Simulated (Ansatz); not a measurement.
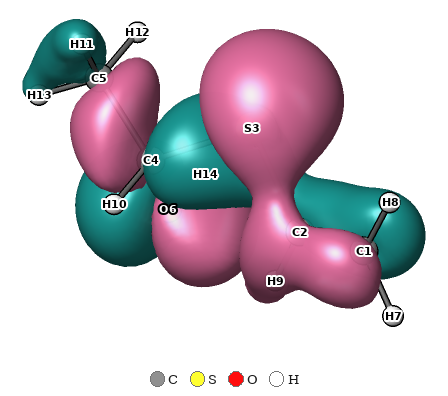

The picture shows: C$_{4}$H$_{8}$OS. The HOMO−1 at ±0.08 Å⁻³ᐟ² (teal and pink are the two phases), seen at an oblique angle.

Theory: RKS PBE0-D4/def2-SVP (Ansatz).

```yaml
atoms:
  - { symbol: C, position_ang: [-2.5441, -1.9006, 0.3630] }
  - { symbol: C, position_ang: [-1.3828, -1.2440, 0.4282] }
  - { symbol: S, position_ang: [-1.1077, 0.3550, -0.2366] }
  - { symbol: C, position_ang: [0.7348, 0.3467, -0.2733] }
  - { symbol: C, position_ang: [1.1899, 1.6899, -0.8088] }
  - { symbol: O, position_ang: [1.2845, 0.0365, 0.9655] }
  - { symbol: H, position_ang: [-2.6506, -2.8737, 0.8484] }
  - { symbol: H, position_ang: [-3.4153, -1.4980, -0.1614] }
  - { symbol: H, position_ang: [-0.5170, -1.6527, 0.9624] }
  - { symbol: H, position_ang: [1.0441, -0.4639, -0.9510] }
  - { symbol: H, position_ang: [0.8083, 1.8677, -1.8248] }
  - { symbol: H, position_ang: [0.8347, 2.5076, -0.1609] }
  - { symbol: H, position_ang: [2.2891, 1.7164, -0.8322] }
  - { symbol: H, position_ang: [0.9690, 0.6948, 1.5997] }
```

What is the character of this orbital?

Its weight (Hirshfeld) is mainly on O6 (about 40 %), S3 (about 25 %), C4 (about 10 %) and C2 (about 5 %). Its energy is −7.97 eV.
